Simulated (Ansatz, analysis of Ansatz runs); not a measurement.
**Moving an added electron between Fe sites in FeClO (Pmmn)**

Aim: the energy barrier that a trapped electron meets when it moves from one Fe atom to another one nearby in FeClO (Pmmn). The model is a cell of 48 host atoms.

Main program and level: Ansatz 0.2.0; plane-wave PAW DFT, PBEsol+U; relaxation of all atoms of a supercell at fixed charge in a uniform background; PAW set soft_1.

## 1. Set-up

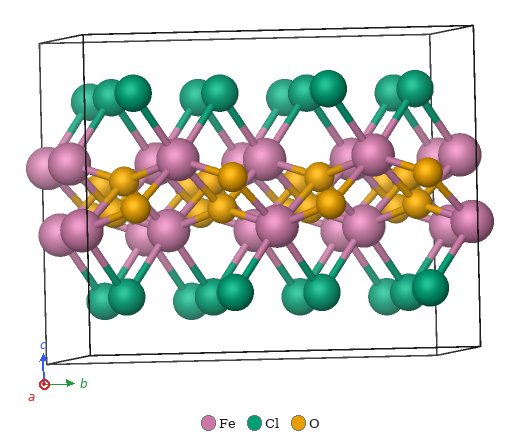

The cell as given, slightly off an axis (iron pink, chlorine teal, oxygen orange). Some periodic images of atoms are drawn too.

The cell holds 48 atoms: 16 Fe, 16 Cl and 16 O. Cell: a = 10.151 Å, b = 10.151 Å, c = 8.336 Å, α = 90.0°, β = 90.0°, γ = 80.5°. It derives from FeClO (space group Pmmn). Nearest the centre at fractional (0.250, 0.625, 1.000): O22 at 1.32 Å, O24 at 1.32 Å, Fe15 at 1.55 Å, Fe14 at 1.55 Å, O23 at 2.67 Å, O45 at 2.67 Å, Fe13 at 2.79 Å, Fe4 at 2.79 Å.

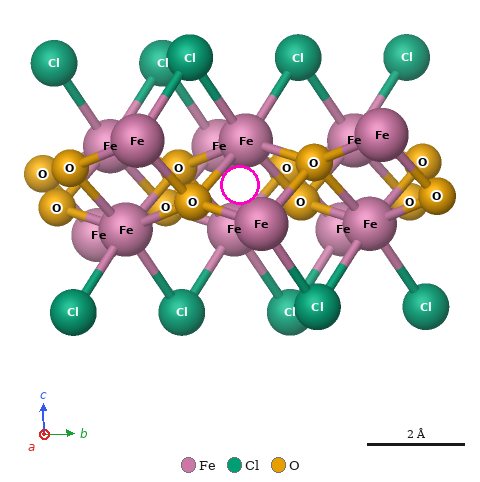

The atoms within 5 Å of the centre. A ring marks the centre wherever it is empty.

Hubbard terms: Fe d 4.5 eV. They were chosen, not fitted, to curb self-interaction in the shells named, the trial site's among them. The two sites are Fe14 and Fe15. The cell's shortest repeat is 8.3 Å. The host's moments were started ferromagnetic, high spin; both sites carry the same spin direction.

## 2. The cell without the carrier

The neutral cell is relaxed first, from small random displacements, so that bond lengths and moments with the carrier can be set beside those of a relaxed cell without it.

Input file neutral.relax/input.yaml:

```yaml
crystal:
  lattice:
    - [6.55625248, 7.74996705, 0.0]
    - [-6.55625248, 7.74996705, 0.0]
    - [0.0, 0.0, 8.33599915]
  atoms:
    - { symbol: Fe, position: [0.125, 0.375, 0.107249], spin: 5.0 }
    - { symbol: Fe, position: [0.375, 0.125, 0.107249], spin: 5.0 }
    - { symbol: Fe, position: [0.125, 0.125, 0.892751], spin: 5.0 }
    - { symbol: Fe, position: [0.375, 0.375, 0.892751], spin: 5.0 }
    - { symbol: Cl, position: [0.0, 0.0, 0.313801] }
    - { symbol: Cl, position: [0.25, 0.25, 0.313801] }
    - { symbol: Cl, position: [0.0, 0.25, 0.686199] }
    - { symbol: Cl, position: [0.25, 0.0, 0.686199] }
    - { symbol: O, position: [0.0, 0.0, 0.954496] }
    - { symbol: O, position: [0.25, 0.25, 0.954496] }
    - { symbol: O, position: [0.0, 0.25, 0.045504] }
    - { symbol: O, position: [0.25, 0.0, 0.045504] }
    - { symbol: Fe, position: [0.125, 0.875, 0.107249], spin: 5.0 }
    - { symbol: Fe, position: [0.375, 0.625, 0.107249], spin: 5.0 }
    - { symbol: Fe, position: [0.125, 0.625, 0.892751], spin: 5.0 }
    - { symbol: Fe, position: [0.375, 0.875, 0.892751], spin: 5.0 }
    - { symbol: Cl, position: [0.0, 0.5, 0.313801] }
    - { symbol: Cl, position: [0.25, 0.75, 0.313801] }
    - { symbol: Cl, position: [0.0, 0.75, 0.686199] }
    - { symbol: Cl, position: [0.25, 0.5, 0.686199] }
    - { symbol: O, position: [0.0, 0.5, 0.954496] }
    - { symbol: O, position: [0.25, 0.75, 0.954496] }
    - { symbol: O, position: [0.0, 0.75, 0.045504] }
    - { symbol: O, position: [0.25, 0.5, 0.045504] }
    - { symbol: Fe, position: [0.625, 0.375, 0.107249], spin: 5.0 }
    - { symbol: Fe, position: [0.875, 0.125, 0.107249], spin: 5.0 }
    - { symbol: Fe, position: [0.625, 0.125, 0.892751], spin: 5.0 }
    - { symbol: Fe, position: [0.875, 0.375, 0.892751], spin: 5.0 }
    - { symbol: Cl, position: [0.5, 0.0, 0.313801] }
    - { symbol: Cl, position: [0.75, 0.25, 0.313801] }
    - { symbol: Cl, position: [0.5, 0.25, 0.686199] }
    - { symbol: Cl, position: [0.75, 0.0, 0.686199] }
    - { symbol: O, position: [0.5, 0.0, 0.954496] }
    - { symbol: O, position: [0.75, 0.25, 0.954496] }
    - { symbol: O, position: [0.5, 0.25, 0.045504] }
    - { symbol: O, position: [0.75, 0.0, 0.045504] }
    - { symbol: Fe, position: [0.625, 0.875, 0.107249], spin: 5.0 }
    - { symbol: Fe, position: [0.875, 0.625, 0.107249], spin: 5.0 }
    - { symbol: Fe, position: [0.625, 0.625, 0.892751], spin: 5.0 }
    - { symbol: Fe, position: [0.875, 0.875, 0.892751], spin: 5.0 }
    - { symbol: Cl, position: [0.5, 0.5, 0.313801] }
    - { symbol: Cl, position: [0.75, 0.75, 0.313801] }
    - { symbol: Cl, position: [0.5, 0.75, 0.686199] }
    - { symbol: Cl, position: [0.75, 0.5, 0.686199] }
    - { symbol: O, position: [0.5, 0.5, 0.954496] }
    - { symbol: O, position: [0.75, 0.75, 0.954496] }
    - { symbol: O, position: [0.5, 0.75, 0.045504] }
    - { symbol: O, position: [0.75, 0.5, 0.045504] }
basis:
  ecutwfc: 420
  xc_grid: 2
hamiltonian:
  xc: pbesol
  hubbard:
    sites: [{ species: Fe, l: d, u_eff: 4.5 }]
    projectors: ortho-atomic
  pseudopotentials: { kind: paw, azcp: { folder: soft_1 }, xc_functional: pbe }
kpoints:
  mp_grid: { grid: [1, 1, 1] }
magnetization:
  spin_polarized: true
  initial_magnetization: 80
  spin_locking: { lock_magnetization: hard }
scf:
  occupations: { method: fermi_dirac, width: 0.01 }
  max_iter: 120
  lower_state_search: "off"
output:
  forces: true
relax:
  f_tol: 0.02
  max_steps: 70
  random_displacement: { amplitude: 0.04, seed: 5720 }
checkpoint:
  write: "../neutral.relax.run"
  compress: false
  write_wavefunctions: true
  write_every: 100000
```

Started as:

```sh
$ ansatz run input.yaml --threads 32 --pin off --max-ram 84787MiB --backend cuda --events-out ev --progress --plain --runs-dir out --max-vram 78GiB
```

Numbers of over 12 decimals in the logs are rounded to 6 here.

The program printed:

```text
[... repeated set-up lines and file paths are left out, and long positions are rounded to six places ...]
Engine: ansatz 0.2.0, aarch64-unknown-linux-gnu
Pseudopotentials: kind: paw
Pseudopotential: Fe, paw, valence charge 16, recommended cutoff 420 eV (normal), soft_1/Fe.paw.azcp
Pseudopotential: Cl, paw, valence charge 7, recommended cutoff 420 eV (normal), soft_1/Cl.paw.azcp
Pseudopotential: O, paw, valence charge 6, recommended cutoff 420 eV (normal), soft_1/O.paw.azcp
Functional definition: PBEsol
  exchange = pbesol_x
  correlation = pbesol_c
[...]
Crystal: 48 atoms, lattice volume = 847.117 Å³
Basis set: ecut = 420 eV, 16467 PW (Γ), exchange–correlation on 144×144×120 points (8 copies of the dense FFT grid, shifted against one another)
Bands: 327, of which v1, the nominal top of the filled ones, is band 232 counted from 1 (231 counted from 0)
Symmetry: 1 space group operations
k-points: 1
Non-local potential: Fe, projectors of the file, l = 0: 3, l = 1: 2, l = 2: 3, l = 3: 1
Non-local potential: Cl, projectors of the file, l = 0: 2, l = 1: 2, l = 2: 1
Non-local potential: O, projectors of the file, l = 0: 2, l = 1: 2, l = 2: 1
PAW form: soft (Blöchl's): semilocal exchange-correlation on the pseudo side does not see the compensation charge
PAW frozen core: Fe, regenerated for the run's functional, and the local potential with it (the file was generated under x = pbe(κ = 0.804, μ = 0.219515), c = pbe(β = 0.066725))
[...]
E_band       = -7971.443148
  E_kinetic    = 10184.188269
  E_local      = -95196.599922  (includes V_loc(G=0)·N_el)
  E_nonlocal   = 5999.963717
  E_hartree    = 41242.895152
  E_xc         = -4532.686177
  E_vxc        = -5497.053669  (∫ρ·V_xc dr)
  E_hubbard    = 24.139343  (on-site DFT+U / exact-exchange correction)
  E_vhub       = -162.719184  (the Hubbard potential's part of the band-sum identity)
  E_paw        = -34327.016720  (= ΣΔE_a)
  E_vpaw       = -5785.020736  (= ΣTr[D̂ρ^β])
  E_aug_tail   = -0.003153  (compensation charges beyond the density's cutoff)
  E_ewald      = -20503.059043
  E_core_change = 4.686754  (= ΣΔE_core)
  E_smearing   = -0.000000  (= −TS)
  E_closure    = 0.000000  (closes the sum)
  Σ components = -97103.491782   (vs F -97103.491782, Δ=0.00e0)
--- Forces (eV/Å), atoms counted from 1 ---
  atom   1  Fe     0.00898357    -0.00764204    -0.00673861
  atom   2  Fe     0.00091045     0.00340608    -0.00222248
  [... 1 atom left out ...]
  atom   4  Fe     0.00031542    -0.00644681    -0.00103823
  [... 2 atoms left out ...]
  [... 42 more lines of this table ...]
  max |Σ_I F_I| component: 3.50e-5 eV/Å
--- Band table (eV) ---
  k-point 0 ↑: bands = ["-86.4311", "-86.4308", "-86.4306", "-86.4299", "-86.4298", "-86.4295", "-86.4294", "-86.4293", "-86.4289", [... rest cut ...]
  k-point 0 ↓: bands = ["-81.5309", "-81.5303", "-81.5299", "-81.5294", "-81.5293", "-81.5289", "-81.5287", "-81.5285", "-81.5284", [... rest cut ...]
Occupation matrices written to <dir>
--- Relaxed structure (4 steps of the walk, 4 accepted, 0 SCFs on fresh bases) ---
  F+E_penalty+E_count = -97103.49178166 eV   max|allowed force component| = 1.277e-2 eV/Å
  atoms:
    - { symbol: Fe, position: [0.124937, 0.374422, 0.107716] }
    - { symbol: Fe, position: [0.374855, 0.124335, 0.107430] }
    [... 1 atom left out ...]
    - { symbol: Fe, position: [0.375040, 0.374437, 0.892438] }
    [... 2 atoms left out ...]
  [... 42 more lines of this table ...]
[key lines of the parts left out:]
SCF converged after 6 iterations
Magnetization: 80.0000 μB (272.0000 up, 192.0000 down)
Free energy (F): -97103.491782 eV
Fermi energy:    5.467070 (↑ 7.057892, ↓ 5.122196) eV
```

The job ended after 4.3 s (1 × NVIDIA GB200 with 32 threads of Arm Neoverse V2, shared host; peak memory 1.3 GiB).

The largest displacement from an ideal site is 0.009 Å.

## 3. The electron on the first site

The nearest neighbour or neighbours of the site start displaced and the site's starting moment is changed by the carrier's spin, since a carrier doesn't trap itself in the undistorted lattice.

Input file A.relax/input.yaml:

```yaml
crystal:
  lattice:
    - [6.55625248, 7.74996705, 0.0]
    - [-6.55625248, 7.74996705, 0.0]
    - [0.0, 0.0, 8.33599915]
  atoms:
    - { symbol: Fe, position: [0.124937, 0.374422, 0.107716], spin: 5.0 }
    - { symbol: Fe, position: [0.374855, 0.124335, 0.10743], spin: 5.0 }
    - { symbol: Fe, position: [0.125006, 0.124415, 0.892191], spin: 5.0 }
    - { symbol: Fe, position: [0.37504, 0.374437, 0.892438], spin: 5.0 }
    - { symbol: Cl, position: [0.00029, -0.000526, 0.314179] }
    - { symbol: Cl, position: [0.24976, 0.248922, 0.314284] }
    - { symbol: Cl, position: [0.000129, 0.249508, 0.685643] }
    - { symbol: Cl, position: [0.250092, -0.00071, 0.685589] }
    - { symbol: O, position: [0.000104, -0.000721, 0.954642] }
    - { symbol: O, position: [0.250059, 0.249311, 0.954695] }
    - { symbol: O, position: [4.0e-06, 0.249322, 0.045122] }
    - { symbol: O, position: [0.249951, -0.000747, 0.045104] }
    - { symbol: Fe, position: [0.124869, 0.874375, 0.107667], spin: 5.0 }
    - { symbol: Fe, position: [0.374864, 0.624451, 0.107745], spin: 4.0 }
    - { symbol: Fe, position: [0.124986, 0.624407, 0.892416], spin: 5.0 }
    - { symbol: Fe, position: [0.374927, 0.874342, 0.892341], spin: 5.0 }
    - { symbol: Cl, position: [-0.000138, 0.499318, 0.314284] }
    - { symbol: Cl, position: [0.243547, 0.7555, 0.324769] }
    - { symbol: Cl, position: [4.3e-05, 0.749281, 0.685743] }
    - { symbol: Cl, position: [0.250009, 0.499326, 0.685732] }
    - { symbol: O, position: [-3.5e-05, 0.499429, 0.954815] }
    - { symbol: O, position: [0.242809, 0.7565, 0.946057] }
    - { symbol: O, position: [-7.5e-05, 0.749398, 0.045113] }
    - { symbol: O, position: [0.242509, 0.49176, 0.041602] }
    - { symbol: Fe, position: [0.624892, 0.374335, 0.107794], spin: 5.0 }
    - { symbol: Fe, position: [0.874952, 0.124292, 0.107363], spin: 5.0 }
    - { symbol: Fe, position: [0.624913, 0.124436, 0.892378], spin: 5.0 }
    - { symbol: Fe, position: [0.875005, 0.374372, 0.892495], spin: 5.0 }
    - { symbol: Cl, position: [0.500316, -8.7e-05, 0.314094] }
    - { symbol: Cl, position: [0.750296, 0.249255, 0.314284] }
    - { symbol: Cl, position: [0.500586, 0.249827, 0.685671] }
    - { symbol: Cl, position: [0.750473, -0.000382, 0.685717] }
    - { symbol: O, position: [0.499903, -0.000604, 0.954486] }
    - { symbol: O, position: [0.749977, 0.249361, 0.9548] }
    - { symbol: O, position: [0.499962, 0.249338, 0.045198] }
    - { symbol: O, position: [0.749969, -0.000759, 0.045081] }
    - { symbol: Fe, position: [0.624859, 0.874383, 0.107591], spin: 5.0 }
    - { symbol: Fe, position: [0.874929, 0.624424, 0.107517], spin: 5.0 }
    - { symbol: Fe, position: [0.624952, 0.624278, 0.89246], spin: 5.0 }
    - { symbol: Fe, position: [0.874893, 0.874391, 0.892325], spin: 5.0 }
    - { symbol: Cl, position: [0.506437, 0.492748, 0.324775] }
    - { symbol: Cl, position: [0.750216, 0.749532, 0.314283] }
    - { symbol: Cl, position: [0.500023, 0.748975, 0.685804] }
    - { symbol: Cl, position: [0.750363, 0.499355, 0.685788] }
    - { symbol: O, position: [0.507182, 0.492194, 0.946109] }
    - { symbol: O, position: [0.749922, 0.749294, 0.954708] }
    - { symbol: O, position: [0.507336, 0.756969, 0.041688] }
    - { symbol: O, position: [0.74989, 0.499336, 0.045325] }
total_charge: -1
basis:
  ecutwfc: 420
  xc_grid: 2
hamiltonian:
  xc: pbesol
  hubbard:
    sites: [{ species: Fe, l: d, u_eff: 4.5 }]
    projectors: ortho-atomic
  pseudopotentials: { kind: paw, azcp: { folder: soft_1 }, xc_functional: pbe }
kpoints:
  mp_grid: { grid: [1, 1, 1] }
magnetization:
  spin_polarized: true
  initial_magnetization: 79
  spin_locking: { lock_magnetization: hard }
scf:
  occupations: { method: fermi_dirac, width: 0.01 }
  max_iter: 120
  lower_state_search: "off"
output:
  forces: true
relax:
  f_tol: 0.015
  max_steps: 70
  escape_saddle: false
checkpoint:
  write: "../A.relax.run"
  compress: false
  write_wavefunctions: true
  write_every: 100000
```

The program printed:

```text
[...]
Crystal: 48 atoms, lattice volume = 847.117 Å³
Basis set: ecut = 420 eV, 16467 PW (Γ), exchange–correlation on 144×144×120 points (8 copies of the dense FFT grid, shifted against one another)
Bands: 327, of which v1, the nominal top of the filled ones, is band 233 counted from 1 (232 counted from 0)
Symmetry: 1 space group operations
[...]
k-points: 1
[...]
Starting moments: Σ|m| = 79 μB on 16 of 48 sites
[...]
SCF iter   1: F=—  HF=-97086.077777 eV  |Δ(HF+E_count)|=         —  Δρ=3.90e-2 (↑3.18e-2 ↓3.90e-2)  dr2=1.47e1  dr2_m=6.09e0  M=79.000 μB ∫|m|=79.000 μB  Hψ=2511
[...]
SCF iter   2: F=—  HF=-97091.039536 eV  |Δ(HF+E_count)|=    4.96e0  Δρ=3.53e-2 (↑2.41e-2 ↓3.53e-2)  dr2=7.35e0  dr2_m=5.02e0  M=79.000 μB ∫|m|=79.000 μB  Hψ=1317
[...]
SCF iter  16: F=-97097.690247 eV  HF=-97097.690249 eV  |Δ(HF+E_count)|=   3.79e-6  Δρ=1.47e-5 (↑8.77e-6 ↓1.47e-5)  dr2=3.37e-6  dr2_m=1.83e-7  M=79.000 μB ∫|m|=79.013 μB  Hψ=2000
SCF 1 converged in 16 iterations: F = -97097.690247 eV  dr2 = 3.37e-6
[...]
relax step   1: F+E_penalty+E_count = -97097.69024660 eV  Δ(F+E_penalty+E_count) = +0.000e0 eV  max|allowed force component| = 1.390e0 eV/Å  Δτ_max = 0.0000 Å  (16 SCF iters, dr2 threshold 5.63e-6 eV, accepted)
[...]
relax step   2: F+E_penalty+E_count = -97097.89282163 eV  Δ(F+E_penalty+E_count) = -2.026e-1 eV  max|allowed force component| = 4.942e-1 eV/Å  Δτ_max = 0.0870 Å  (6 SCF iters, dr2 threshold 1.00e-4 eV, accepted)
relax step   3: F+E_penalty+E_count = -97097.79713354 eV  Δ(F+E_penalty+E_count) = +9.569e-2 eV  max|allowed force component| = 6.609e-1 eV/Å  Δτ_max = 0.2000 Å  (9 SCF iters, dr2 threshold 1.53e-5 eV, rejected (line search))
relax step   4: F+E_penalty+E_count = -97097.95400448 eV  Δ(F+E_penalty+E_count) = -6.118e-2 eV  max|allowed force component| = 4.185e-2 eV/Å  Δτ_max = 0.0589 Å  (13 SCF iters, accepted)
relax step   5: F+E_penalty+E_count = -97097.95546343 eV  Δ(F+E_penalty+E_count) = -1.459e-3 eV  max|allowed force component| = 2.308e-2 eV/Å  Δτ_max = 0.0083 Å  (9 SCF iters, accepted)
[...]
SCF iter   2: F=—  HF=-97097.949022 eV  |Δ(HF+E_count)|=   3.42e-5  Δρ=2.16e-4 (↑1.66e-4 ↓2.16e-4)  dr2=1.37e-4  dr2_m=1.85e-4  M=79.000 μB ∫|m|=79.013 μB  Hψ=831
[...]
SCF iter   7: F=-97097.955976 eV  HF=-97097.955976 eV  |Δ(HF+E_count)|=   6.97e-9  Δρ=1.69e-6 (↑8.75e-7 ↓1.69e-6)  dr2=4.48e-8  dr2_m=3.92e-9  M=79.000 μB ∫|m|=79.013 μB  Hψ=1701
SCF 6 converged in 7 iterations: F = -97097.955976 eV  dr2 = 4.48e-8
relax step   6: F+E_penalty+E_count = -97097.95597615 eV  Δ(F+E_penalty+E_count) = -5.127e-4 eV  max|allowed force component| = 7.478e-3 eV/Å  Δτ_max = 0.0062 Å  (7 SCF iters, accepted)
[...]
NSCF: frozen V_eff on 1 k-points
[...]
SCF converged after 7 iterations
[...]
Magnetization: 79.0000 μB (272.0000 up, 193.0000 down)
Absolute magnetization: 79.0131 μB (∫|ρ↑−ρ↓|, with the PAW one-centre terms)
[...]
Per-site moments (μB) at R_I (Å): [(3.852745, 0.814300), (3.873056, 0.821351), (3.881554, 0.825838), [... 7 left out ...]
Free energy (F): -97097.955976 eV
[...]
Internal energy: -97097.955976 eV  (E = F + TS)
E sigma→0 (E₀):  -97097.955976 eV
Fermi energy:    5.548841 (↑ 7.120365, ↓ 5.513462) eV
[...]
--- Forces (eV/Å), atoms counted from 1 ---
  atom   1  Fe     0.00025999     0.00425998    -0.00402408
  atom   2  Fe     0.00040493     0.00003141     0.00364934
  [... 1 atom left out ...]
  atom   4  Fe    -0.00053932    -0.00250705     0.00047380
  [... 2 atoms left out ...]
  [... 42 more lines of this table ...]
  max |Σ_I F_I| component: 1.57e-4 eV/Å
--- Band table (eV) ---
[...]
Occupation matrices written to <dir>
--- Relaxed structure (6 steps of the walk, 5 accepted, 0 SCFs on fresh bases) ---
  F+E_penalty+E_count = -97097.95597615 eV   max|allowed force component| = 7.478e-3 eV/Å
  atoms:
    - { symbol: Fe, position: [0.125828, 0.375176, 0.104269] }
    - { symbol: Fe, position: [0.375014, 0.124364, 0.105728] }
    [... 1 atom left out ...]
    - { symbol: Fe, position: [0.376397, 0.377380, 0.894275] }
    [... 2 atoms left out ...]
  [... 42 more lines of this table ...]
```

Wall time 7.5 s (1 × NVIDIA GB200 with 32 threads); peak memory 1.3 GiB; 20 s of CPU time.

Relaxation path:

```
step  energy less that of the first step (eV)  largest force component (eV/Å)
   1                                   0.0000                          1.3901
   2                                  -0.2026                          0.4942
   3                                  -0.1069                          0.6609
   4                                  -0.2638                          0.0419
   5                                  -0.2652                          0.0231
   6                                  -0.2657                          0.0075
```

Relaxation step 3 was tried and not accepted.

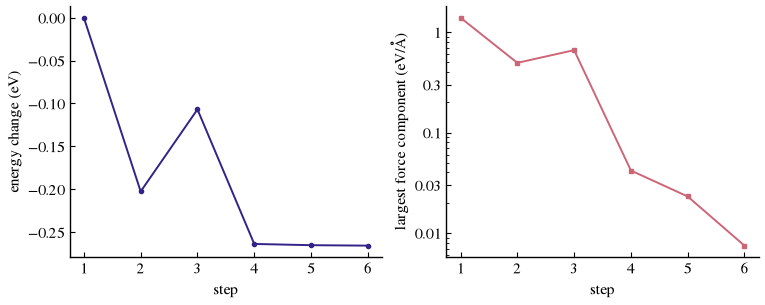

Energy and largest force along the relaxation.

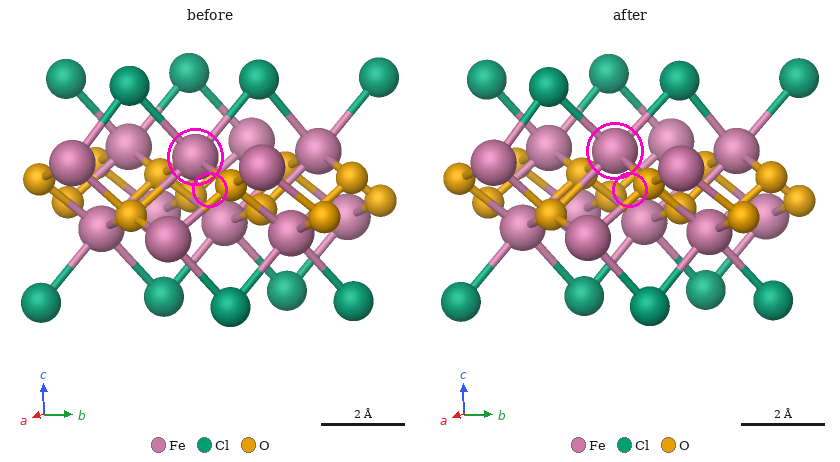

Before and after: the atoms that start within 5 Å of the centre. Fe14, which moves most, is ringed if it is among them. A ring with no atom in it marks the empty centre.

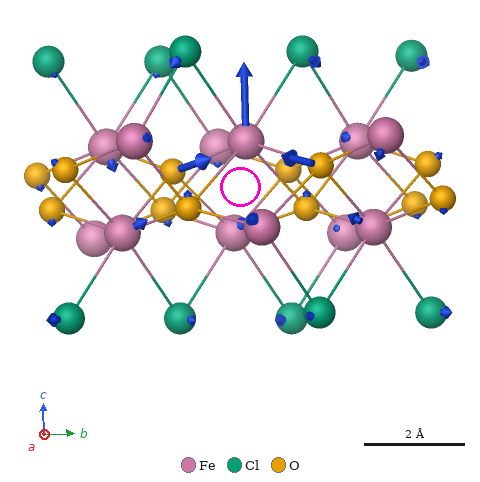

Displacements in the relaxation near the centre, exaggerated; the longest in the cell stands for 0.15 Å. A ring marks the centre wherever it is empty.

The atoms that moved most (Å):

```
atom      dx      dy      dz  length
Fe14   0.002   0.001   0.151   0.151
 O24  -0.001   0.102   0.022   0.104
 O47   0.002  -0.101   0.022   0.103
 Cl5  -0.037  -0.003  -0.012   0.039
Fe15   0.011   0.034   0.016   0.039
Fe16   0.011  -0.033   0.016   0.039
Cl31   0.002  -0.038  -0.002   0.038
 Fe4  -0.010   0.033   0.015   0.038
```

The moves above count from the input, in which the site's nearest neighbours were already displaced; the distances below compare with the cell without the carrier.

Distances from Fe14 without and with the electron:

```
atom  without (Å)  with (Å)
 O47         2.01      2.07
 O24         2.01      2.07
 O22         2.07      2.28
 O45         2.08      2.28
Cl18         2.38      2.40
Cl41         2.38      2.40
```

The largest changes of the moments are -0.46 μB on Fe14, -0.05 μB on Cl18 and -0.05 μB on Cl41. The largest part sits on the chosen site.

(Part 1 of 2 ends here.)

[Logs are printed without paths, hosts, clocks, repeated set-up lines and the standing remarks that a program may print on its own settings, such as how far it seeks lower states.]

[Hosts, paths, dates, database ids (printed as entryN), source tags and the programs' standing remarks are cut or masked in the printed files.]
